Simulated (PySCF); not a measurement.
# A diatomic session: Mg₂

One job finds the state of Mg₂, follows it along the bond with each method and fits the curves.

Computed with PySCF 2.14.0. Level: Mg def2-TZVPP, no relativity.

## 1. Set-up

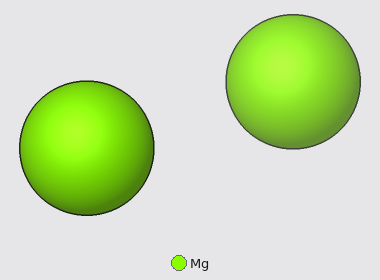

The two atoms at the starting distance (magnesium green).

Settings of the job:

```json
{
  "atoms": "Mg, Mg",
  "charge": "0",
  "basis": "Mg def2-TZVPP",
  "Hamiltonian": "no relativity",
  "basis functions": "64",
  "electrons treated": "24",
  "masses in u": "23.9850, 23.9850",
  "levels": "PBE0, PBE, r²SCAN, MN15, r²SCAN0, BP86, revPBE, CAM-B3LYP, HF, MP2, SCS-MP2, CCSD, CCSD(T)",
  "grid": "80 radial by 434 angular points",
  "occupations": "held fixed by the projection of orbital angular momentum",
  "dissociation limit": "Mg + Mg, each in its ground configuration",
  "starting distance in angstrom": "2.710",
  "values of 2S to try": "0, 2"
}
```

Run with:

```sh
$ OMP_NUM_THREADS=1 python dia.py task.json out
```

The runs that follow: The PBE0 curve of the state that the search chose; Higher solutions at PBE0; PBE (GGA); r²SCAN; MN15; r²SCAN0; BP86; revPBE (GGA); CAM-B3LYP (range-separated hybrid); RHF (mean field); MP2 and coupled cluster.

Q: Predict the outcome of this session. Wanted: for each run, Re; ωe; De.

**Answer**, as computed:

Lowest PBE0 solution found, without spin–orbit coupling: ¹Σg⁺ (singlet), closed shell. The other levels ran on it alone.

```csv
level,Re (Å),ωe (cm⁻¹),De (eV)
RHF-MP2,4.343,36.4,0.040
PBE,3.514,99.9,0.137
revPBE,3.578,91.6,0.089
BP86,3.577,88.4,0.085
r²SCAN,3.520,100.9,0.122
PBE0,3.601,89.1,0.108
r²SCAN0,3.610,90.2,0.102
MN15,4.259,49.5,0.088
CAM-B3LYP,4.500,20.0,0.004
```

De is counted to Mg + Mg in their ground configurations. No constants: RHF (no minimum is bracketed among the points kept); RHF-SCS-MP2 (no minimum is bracketed among the points kept); RHF-CCSD (no minimum is bracketed among the points kept); RHF-CCSD(T) (no minimum is bracketed among the points kept).

The methods spread over 0.986 Å in bond length, from PBE to CAM-B3LYP. Among the levels with a De in the table, it runs from 0.004 eV (CAM-B3LYP) to 0.137 eV (PBE).

Correlated steps freeze 2 core orbitals. The bond is weak, and basis-set superposition, which was not computed, may be a sizeable part of it.
